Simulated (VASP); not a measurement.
Band structure of AlP (zinc blende). Level of theory: optB86b-vdW, VASP's PBE PAW potentials (set 64) (plane waves; VASP 6.6.1).

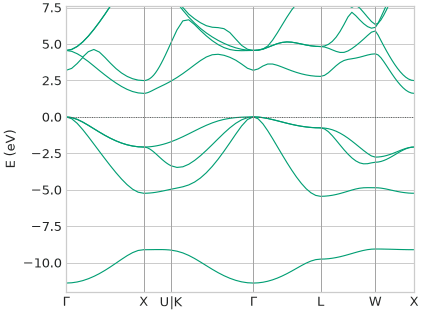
*Bands along high-symmetry lines, zero at the valence-band maximum or, without a gap, the Fermi level*

**Question.** Read the plot: is there a gap, and where are the band edges?

**Answer.** The gap is indirect, 1.61 eV, from the valence maximum at Γ to the conduction minimum at X. (Edges off the drawn lines would not show.)

Measured: gap 2.54 eV (computed value off by -0.93 eV), as given by Wei Chen et al., Physical Review Materials (2018), doi:10.1103/physrevmaterials.2.073803 [zero-point renormalisation of 0.02 eV added back (the table's ZPR column)].

The compound is AlP in the zinc blende structure. It was relaxed first.
